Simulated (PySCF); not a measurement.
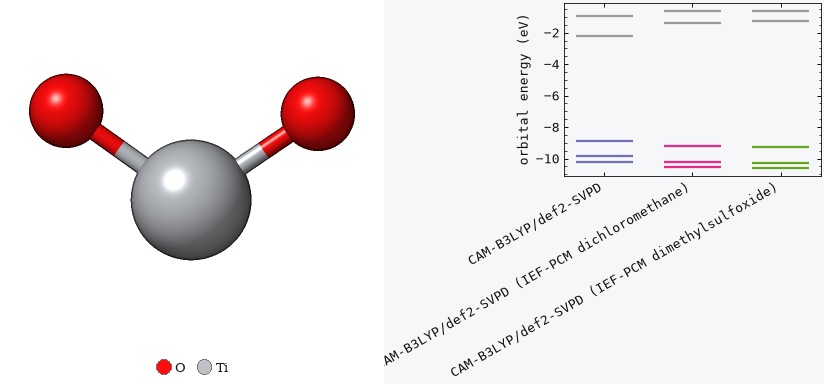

Frontier orbital energies of TiO₂ (titanium dioxide), SMILES [O]=[Ti]=[O], singlet at one geometry, PySCF, at a PBE0-D3(BJ)/def2-SVP geometry (no frequency check). Empty levels are grey, levels within 0.1 eV stand side by side; all columns show the same few orbitals around the gap.

### How do the frontier levels move from column to column?

The separation grows from 6.64 eV (CAM-B3LYP/def2-SVPD) to 8.01 eV (CAM-B3LYP/def2-SVPD (IEF-PCM dimethylsulfoxide)).

```
                                          level  HOMO (eV)  LUMO (eV)  separation (eV)
                            CAM-B3LYP/def2-SVPD      −8.85      −2.21             6.64
  CAM-B3LYP/def2-SVPD (IEF-PCM dichloromethane)      −9.22      −1.36             7.86
CAM-B3LYP/def2-SVPD (IEF-PCM dimethylsulfoxide)      −9.29      −1.28             8.01
```
